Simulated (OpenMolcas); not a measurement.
**AlNH3OF (SMILES [NH2][Al]([OH])[F]) at 6 levels**

Aim: a comparison of 6 runs (HF/STO-3G, B2PLYP/cc-pVDZ, B3LYP/cc-pVDZ, M06-L/cc-pVDZ, PBE/cc-pVDZ, MP2/cc-pVDZ) of AlNH3OF. 

Program for the calculation: OpenMolcas 26.06.

1 further run of the same task is left out (set aside as unsound or not needed).

### 1 The molecule

The species is AlNH3OF (7 atoms), meant as a singlet with charge 0. As SMILES, `[NH2][Al]([OH])[F]`. The Al2–F4 distance was set to 2.137 Å, away from the relaxed value.

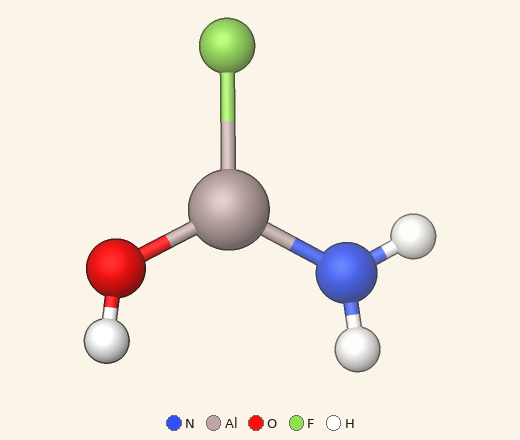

Viewed from a chosen angle; nitrogen blue, aluminium light grey, oxygen red, fluorine green, hydrogen white.

### 2 A single-point energy at HF/STO-3G (run 1)

Input file test.input:

```
&GATEWAY
 BASLIB = $CurrDir
 COORD
 7
 angstrom
 N       -0.230108       1.284432      -0.529210
 Al       0.206392      -0.272368       0.153390
 O        1.708092      -0.646568       0.820590
 F       -1.265600      -1.822100       0.146500
 H       -1.133508       1.487832      -0.923510
 H        0.369292       2.089932      -0.585110
 H        2.444892      -0.043368       0.881090
 BASIS = STO-3G
 GROUP = NoSym

&SEWARD

&SCF
 THRESHOLDS = 1e-10 1e-07 1e-07 1e-05
 PRORBITALS = 0
```

The basis set STO-3G is read from a file made from the Basis Set Exchange's data (not shown).

Command:

```sh
export MOLCAS_MEM=1860
pymolcas test.input > test.log
```

Output:

```text
--- Start Module: gateway ---
[...]
--- Stop Module: gateway /rc=_RC_ALL_IS_WELL_ ---
--- Start Module: seward ---
[...]
      Basis functions           27
--- Stop Module: seward /rc=_RC_ALL_IS_WELL_ ---
--- Start Module: scf ---
[...]
       Convergence after  12 Iterations
[...]
::    Total SCF energy                               -466.3690882339
[...]
      Total spin, S                                     0.0000000000
[...]
      Total electronic charge=   40.000000
      Total            charge=   -0.000000
[...]
      Dipole Moment (debye):
      Origin of the operator (angstrom)=    0.0926   -0.3894    0.1519
                   X=  1.2619E+00               Y=  2.7457E+00               Z= -4.7475E-01           Total=  3.0588E+00
      Quadrupole Moment (debye*angstrom):
[...]
--- Stop Module: scf /rc=_RC_ALL_IS_WELL_ ---
[...]
```

Run time: 1.9 s. Hardware: 1 thread of Arm Neoverse V1, shared host; peak memory 0.37 GiB.

### 3 The energy at B2PLYP/cc-pVDZ (run 2)

Input file input.xyz:

```xyz
7

N     -0.230108     1.284432    -0.529210
Al     0.206392    -0.272368     0.153390
O      1.708092    -0.646568     0.820590
F     -1.265600    -1.822100     0.146500
H     -1.133508     1.487832    -0.923510
H      0.369292     2.089932    -0.585110
H      2.444892    -0.043368     0.881090
```

Input file calc.input:

```
>>> EXPORT MOLCAS_PRINT=2

&GATEWAY
  BASLIB = $CurrDir
  COORD = input.xyz
  BASIS = cc-pVDZ
  GROUP = NoSym

&SEWARD
  GRIDINPUT
  Grid=UltraFine
  End of Grid

&SCF
  KSDFT = B2PLYP_SCF
  THRESHOLDS = 1e-10 1e-07 1e-07 1e-05
  PRORBITALS = 1 1

&MBPT2
  FROZEN = 8
```

The basis set cc-pVDZ is read from a file made from the Basis Set Exchange's data (not shown).

Command:

```sh
export MOLCAS_MEM=1860
pymolcas calc.input > calc.log
```

Output:

```text
--- Start Module: gateway ---
[...]
--- Stop Module: gateway /rc=_RC_ALL_IS_WELL_ ---
[...]
      Basis functions           75
[...]
--- Start Module: scf ---
[...]
       Convergence after  13 Iterations
[...]
::    Total KS-DFT energy                            -473.6516434916
[...]
      Total spin, S                                     0.0000000000
[...]
      Total electronic charge=   40.000000
      Total            charge=   -0.000000
[...]
      Dipole Moment (debye):
      Origin of the operator (angstrom)=    0.0926   -0.3894    0.1519
                   X=  2.4586E+00               Y=  4.8146E+00               Z= -7.4243E-01           Total=  5.4567E+00
      Quadrupole Moment (debye*angstrom):
[...]
--- Stop Module: scf /rc=_RC_ALL_IS_WELL_ ---
[...]
--- Start Module: mbpt2 ---
[...]
 ###    WARNING: MP2 implementation intended for RHF references only         ###
 ###############################################################################
MBPT2 WARNING: Reference function according to RunFile:KS-DFT
I'll assume you know what you're doing and continue
WARNING!
Default frozen orbitals as non valence orbitals is overwritten by user input.
Default values:   5
[...]
       Reference weight ( Cref**2 )         =        0.78732
::    Total MBPT2 energy                             -474.4038420877
[...]
      Total MBPT2 calculations                           0.17      0.21
--- Stop Module: mbpt2 /rc=_RC_ALL_IS_WELL_ ---
[...]
```

Wall time 20 s (1 thread of Arm Neoverse V1, shared host); peak memory 0.43 GiB.

Runs 3 to 5 aren't shown in full; the table further down has their settings and results.

### 4 The energy at MP2/cc-pVDZ (run 6)

Input file run.input:

```
&GATEWAY
 BasLib=$CurrDir
 Coord
 7
 bohr
 N     -0.43484110     2.42722471    -1.00006196
 Al     0.39002435    -0.51470093     0.28986509
 O      3.22782608    -1.22183644     1.55069036
 F     -2.39163738    -3.44326997     0.27684488
 H     -2.14201968     2.81159500    -1.74518097
 H      0.69786074     3.94939910    -1.10569765
 H      4.62017628    -0.08195364     1.66501879
 Basis=cc-pVDZ
 Group=NoSym

&SEWARD

&SCF
 Thresholds=1e-10 1e-07 1e-07 1e-05
 PrOrbitals=1 2

&MBPT2
 Frozen=8
```

The basis set cc-pVDZ is read from a file made from the Basis Set Exchange's data (not shown).

Command:

```sh
export MOLCAS_MEM=1860
pymolcas run.input > run.log
```

Output:

```text
--- Start Module: gateway ---
[...]
--- Stop Module: gateway /rc=_RC_ALL_IS_WELL_ ---
[...]
      Basis functions           75
[...]
--- Start Module: scf ---
[...]
       Convergence after  15 Iterations
[...]
::    Total SCF energy                               -472.5270348314
[...]
      Total spin, S                                     0.0000000000
[...]
      Total electronic charge=   40.000000
      Total            charge=   -0.000000
[...]
      Dipole Moment (debye):
      Origin of the operator (angstrom)=    0.0926   -0.3894    0.1519
                   X=  2.6339E+00               Y=  5.0858E+00               Z= -7.7110E-01           Total=  5.7791E+00
      Quadrupole Moment (debye*angstrom):
[...]
--- Stop Module: scf /rc=_RC_ALL_IS_WELL_ ---
[...]
--- Start Module: mbpt2 ---
[...]
WARNING!
Default frozen orbitals as non valence orbitals is overwritten by user input.
Default values:   5
[...]
       Reference weight ( Cref**2 )         =        0.85479
::    Total MBPT2 energy                             -473.1445103583
[...]
      Total MBPT2 calculations                           0.18      0.20
--- Stop Module: mbpt2 /rc=_RC_ALL_IS_WELL_ ---
[...]
```

It took 5.1 s on 1 thread of Arm Neoverse V1, shared host; peak memory 0.43 GiB.

### 5 The series

```csv
run,level,frozen core orbitals,integration grid,energy (Eh),dipole moment (D) of the reference,HOMO energy (eV),LUMO energy (eV),wall time
1,HF/STO-3G,–,–,-466.369088,3.06,-7.75,8.37,1.9 s
2,B2PLYP/cc-pVDZ,8,UltraFine,-473.854737,5.46,-9.31,0.05,20 s
3,B3LYP/cc-pVDZ,–,UltraFine,-474.180786,5.18,-7.61,-1.38,27 s
4,M06-L/cc-pVDZ,–,UltraFine,-474.132409,5.15,-6.65,-1.51,34 s
5,PBE/cc-pVDZ,–,UltraFine,-473.779393,4.96,-6.32,-1.99,27 s
6,MP2/cc-pVDZ,8,–,-473.144510,5.78,-11.72,2.10,5.1 s
```

### 6 Summary of results

| quantity | value |
| --- | --- |
| run 6: total energy | -473.14451 Eh |
| run 6: dipole moment (mean-field density) | 5.78 D |
| run 6: HOMO energy (Hartree–Fock orbitals) | -11.72 eV |
| run 6: LUMO energy (Hartree–Fock orbitals) | 2.10 eV |
| run 6: HOMO–LUMO gap (Hartree–Fock orbitals) | 13.82 eV |
| run 6: correlation energy (8 core orbitals frozen) | -617.5 mEh |

What this shows: Over runs 1, 2, 3, 4, 5 the dipole moment (its size) runs from 3.06 D (HF/STO-3G) to 5.46 D (B2PLYP/cc-pVDZ). The two ends differ in method and basis. A double hybrid's value is that of its SCF part. Over runs 1, 2, 3, 4, 5 the HOMO–LUMO gap runs from 4.33 eV (PBE/cc-pVDZ) to 16.12 eV (HF/STO-3G). For B2PLYP the log adds the whole second-order term; the table takes 0.27 of it, as the functional is defined. Totals of different functionals can't be ranked against each other. In run 1 the basis is minimal, so the values are rough. All runs together took 1.9 min, the longest 34 s.
